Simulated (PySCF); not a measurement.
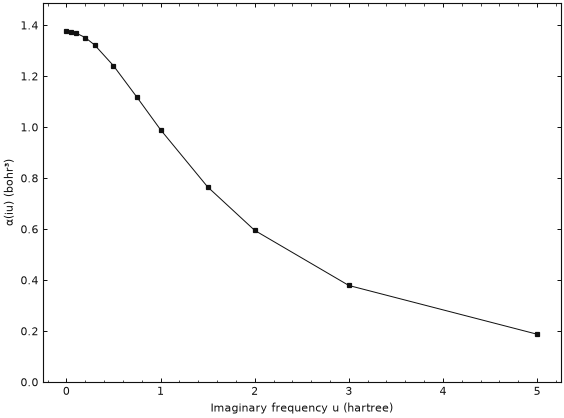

Dipole polarisability at imaginary frequency of Ne⁺ ([He] 2s² 2p⁵). Coupled response at the PBE level; PySCF, aug-cc-pVTZ-DK, spin-free X2C-1e, unrestricted single determinants, no spin-orbit coupling.

Q: Describe the response.

A: The static dipole polarisability is 1.38 bohr³; α(iu) falls to half of it near u = 1.7 hartree. The Casimir–Polder integral gives C₆ = 2.46 hartree bohr⁶ for two such species.
